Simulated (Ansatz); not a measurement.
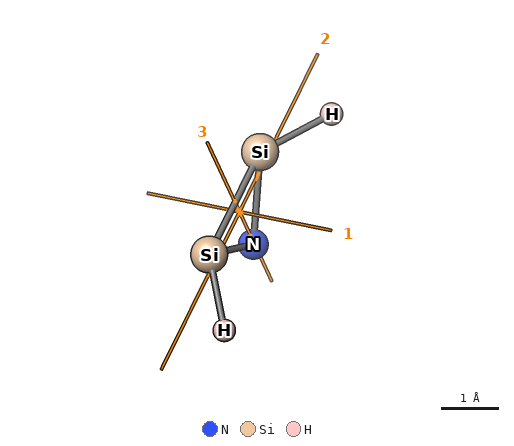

The three principal axes of inertia are drawn and numbered. Atoms fade into the background with distance from the viewer. The species is neutral and a spin doublet. The geometry was computed by an optimisation with PBE0-D4/def2-TZVP. No frequency run is at hand to confirm it as a minimum. Masses are those of the most abundant isotopes; constants are for the rigid equilibrium geometry.

Which line is the a axis (least moment of inertia), which b and which c?

a is line 2, b is line 3, c is line 1; the moments are 18.6, 84.9, 101 u Å².

Classify the rotor and give the rotational constants (cm⁻¹).

An asymmetric top (Cs): A = 0.905, B = 0.199, C = 0.166 cm⁻¹. Ray's parameter κ is −0.91, close to the prolate limit.
